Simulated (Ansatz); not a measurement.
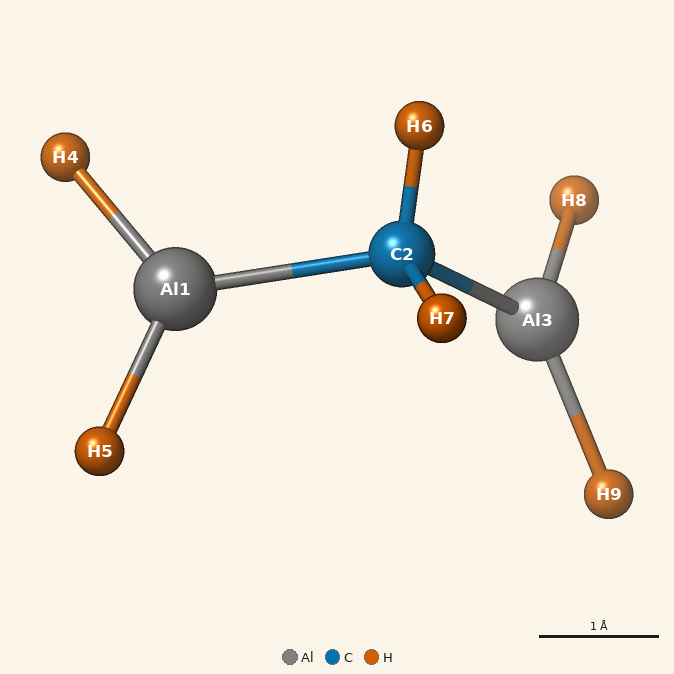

Orthographic view. Distant atoms are faded towards the background colour. The geometry was computed by an optimisation with PBE0-D4/def2-TZVP. No frequency run is at hand to confirm it as a minimum.

Give the geometry as a Z-matrix, atoms in numerical order, with these reference atoms: 2 to 1; 3 to 2, 1; 4 to 1, 2, 3; 5 to 1, 4, 2; 6 to 2, 1, 5; 7 to 2, 6, 3; 8 to 3, 2, 7; 9 to 3, 8, 2.

```
Al 
C    1   1.936
Al   2   1.936   1   118.4
H    1   1.589   2   120.1   3   -89.3
H    1   1.589   4   119.8   2  -178.7
H    2   1.097   1   107.0   5  -149.7
H    2   1.097   6   110.2   3   116.1
H    3   1.589   2   120.1   7  -149.7
H    3   1.589   8   119.8   2   178.7
```
